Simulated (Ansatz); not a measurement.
**CH7FSi (built from SMILES C[SiH3].F): a barrier at many levels of theory**

Aim: the barrier and energy of one elementary step (Si1–F7 formed, C2–H6 formed, Si1–C2 broken, H6–F7 broken) from LDA up to coupled cluster, on fixed structures, to see where each rung fails.

Computed with Ansatz 0.2.0, Gaussian basis. Level: single points in def2-TZVPP on PBE0-D4/def2-TZVP structures.

Levels: SPW92, PBE-D4, BLYP-D4, r2SCAN-D4, B97M-V, PBE0-D4, B3LYP-D4, r2SCAN0-D4, BHLYP-D4, CAM-B3LYP-D4, wB97X-V, wB97M-V, B2PLYP, PBE-QIDH, RPA on PBE, Hartree-Fock, MP2, CCSD, CCSD(T). The reference is CCSD(T) at the basis limit, from triple and quadruple zeta. Zero-point energies come from PBE0-D4 vibrations.

Correlated methods freeze the cores. B3LYP uses VWN-RPA correlation. B2PLYP carries no dispersion term here.

23 further runs of the same task are left out: 23 set aside as unsound or not needed.

## Step 1: The three structures

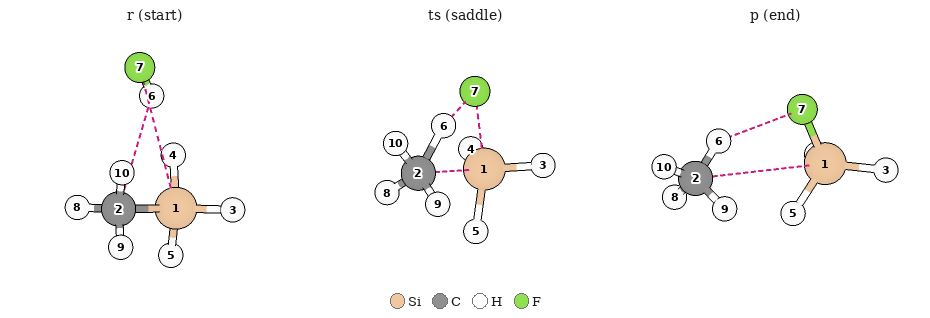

Start, saddle and end (silicon light orange, carbon grey, hydrogen white, fluorine green); broken lines mark the pairs that change.

Charge 0, multiplicity 1. The folders r, ts and p hold the start, the saddle and the end; their coordinates stand in the first inputs.

| pair | r (Å) | ts (Å) | p (Å) |
| --- | --- | --- | --- |
| Si1–F7 | 3.497 | 1.952 | 1.601 |
| C2–H6 | 3.074 | 1.316 | 1.089 |
| Si1–C2 | 1.864 | 2.122 | 4.152 |
| H6–F7 | 0.928 | 1.216 | 2.701 |

## Step 2: wB97M-V/def2-TZVPP

Input file r/in.yaml:

```yaml
crystal:
  periodic: [false, false, false]
  atoms:
    - {symbol: Si, position_ang: [-0.711205, -0.624197, -0.424222]}
    - {symbol: C, position_ang: [-0.481877, 0.852314, 0.690550]}
    - {symbol: H, position_ang: [-0.878357, -1.883180, 0.345083]}
    - {symbol: H, position_ang: [0.496046, -0.807192, -1.297765]}
    - {symbol: H, position_ang: [-1.862323, -0.456083, -1.347902]}
    - {symbol: H, position_ang: [2.002370, -0.401899, -0.615883]}
    - {symbol: F, position_ang: [2.740083, -0.152594, -0.110764]}
    - {symbol: H, position_ang: [-0.353087, 1.764408, 0.103732]}
    - {symbol: H, position_ang: [-1.352784, 0.982213, 1.336880]}
    - {symbol: H, position_ang: [0.401132, 0.726212, 1.320392]}
basis:
  gaussian: {orbitals: def2-TZVPP}
hamiltonian: {xc: {name: wB97M-V}}
```

Input file ts/in.yaml:

```yaml
crystal:
  periodic: [false, false, false]
  atoms:
    - {symbol: Si, position_ang: [-0.241107, -0.790830, -0.617592]}
    - {symbol: C, position_ang: [-0.058345, 0.913494, 0.632665]}
    - {symbol: H, position_ang: [-0.299302, -2.123142, 0.022234]}
    - {symbol: H, position_ang: [0.191945, -0.672072, -2.026905]}
    - {symbol: H, position_ang: [-1.690908, -0.409992, -0.695436]}
    - {symbol: H, position_ang: [0.967070, 0.144415, 0.334288]}
    - {symbol: F, position_ang: [1.649665, -0.747142, -0.133242]}
    - {symbol: H, position_ang: [-0.460901, 1.641268, -0.069505]}
    - {symbol: H, position_ang: [-0.806147, 0.623483, 1.368470]}
    - {symbol: H, position_ang: [0.748030, 1.420519, 1.185125]}
basis:
  gaussian: {orbitals: def2-TZVPP}
hamiltonian: {xc: {name: wB97M-V}}
```

Input file p/in.yaml:

```yaml
crystal:
  periodic: [false, false, false]
  atoms:
    - {symbol: Si, position_ang: [-0.118829, -1.687674, -1.221167]}
    - {symbol: C, position_ang: [0.083387, 1.676290, 1.204494]}
    - {symbol: H, position_ang: [-0.431627, -3.057705, -0.751080]}
    - {symbol: H, position_ang: [0.035150, -1.663699, -2.694775]}
    - {symbol: H, position_ang: [-1.168292, -0.735431, -0.790189]}
    - {symbol: H, position_ang: [0.874113, 0.987491, 0.909265]}
    - {symbol: F, position_ang: [1.271429, -1.239453, -0.565786]}
    - {symbol: H, position_ang: [-0.349073, 2.136828, 0.316270]}
    - {symbol: H, position_ang: [-0.691838, 1.131597, 1.743368]}
    - {symbol: H, position_ang: [0.495580, 2.451756, 1.849702]}
basis:
  gaussian: {orbitals: def2-TZVPP}
hamiltonian: {xc: {name: wB97M-V}}
```

No record of the launch command was kept for these runs.

The runs that follow: CCSD(T)/def2-TZVPP; MP2/def2-QZVPP; Vibrations of the start structure; Vibrations of the end structure.

Q: Predict the outcome of this session. Wanted: barrier, CCSD(T)/CBS; reverse barrier, CCSD(T)/CBS; step energy, CCSD(T)/CBS; barrier with zero-point energy; step energy with zero-point energy; imaginary mode at the saddle; largest T1 diagnostic.

**Answer**, as computed:

| quantity | value |
| --- | --- |
| barrier, CCSD(T)/CBS | 171.4 kJ/mol |
| reverse barrier, CCSD(T)/CBS | 298.3 kJ/mol |
| step energy, CCSD(T)/CBS | -126.9 kJ/mol |
| barrier with zero-point energy | 166.8 kJ/mol |
| step energy with zero-point energy | -126.1 kJ/mol |
| imaginary mode at the saddle | 988i cm⁻¹ |
| largest T1 diagnostic | 0.012 |

B2PLYP is the best functional here (-2.5 kJ/mol from CCSD(T)/CBS); SPW92 is the worst (-63.2 kJ/mol). Mean unsigned error by rung: LDA 63.2, GGA 24.8, meta-GGA 15.4, hybrid 11.3, range-separated hybrid 9.0, double hybrid 4.0 kJ/mol. PBE-D4 gives a barrier 32.5 kJ/mol too low, outside chemical accuracy (1 kcal/mol, 4.2 kJ/mol). Every functional without exact exchange puts the barrier too low, the usual mark of self-interaction error, which favours the spread-out density of a saddle. The barrier rises with the share of exact exchange, from BLYP-D4 through B3LYP-D4 to BHLYP-D4 (-17.1, -5.8, +12.2 kJ/mol). Hartree-Fock, with no correlation, is off by +60.5 kJ/mol. Zero-point motion lowers the barrier by 4.6 kJ/mol. The end structure keeps an imaginary mode: no true minimum.
